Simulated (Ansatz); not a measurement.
# r2SCAN work function of a third face of Rh from its PBE value

PBE and r2SCAN are run on the same slabs. If the two track each other from face to face, two faces calibrate the third.

**Method.** Ansatz 0.2.0, plane waves with PAW datasets (its set soft_2) at their recommended cutoffs; symmetric slabs of 7 layers cut at the tabulated experimental lattice constant, atoms at bulk places, 18 Å of vacuum, k-spacing 0.16 Å⁻¹ (2π included), Fermi-Dirac smearing of 0.1 eV, SCF threshold 1e-9 eV. The work function is the vacuum level less the Fermi level.

| run | PBE (eV) | r2SCAN (eV) |
| --- | --- | --- |
| Rh(110) | 4.678 | 4.657 |
| Rh(100) | 5.055 | ? |
| Rh(111) | 5.165 | 5.165 |

**Question.** What value belongs in the row marked “?”, and how far can the other rows tell?

Two rows fix a line: slope = (5.165 − 4.657) / (5.165 − 4.678) = 1.0431, intercept −0.2226. At 5.055 it gives 1.0431 × 5.055 + (−0.2226) = 5.050 eV. Rounding of the rows alone allows about ±0.001 eV there; two rows can't show whether the line holds.

The run itself gives 5.063 eV: a miss of +0.013 eV. The plain offset, r2SCAN less PBE, runs from −0.021 to +0.008 eV over the three faces.

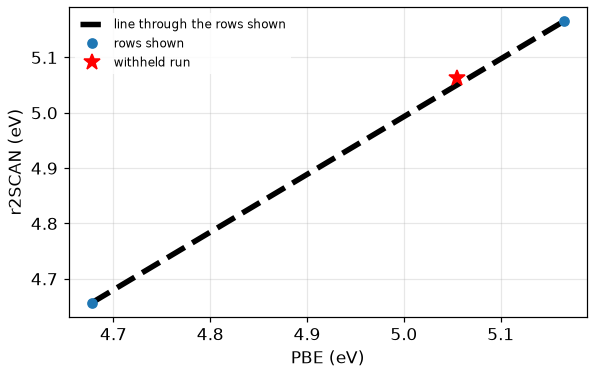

The fit and the withheld run.

**Limits.** Unrelaxed, unreconstructed faces at one geometry; neither value is a test against experiment.
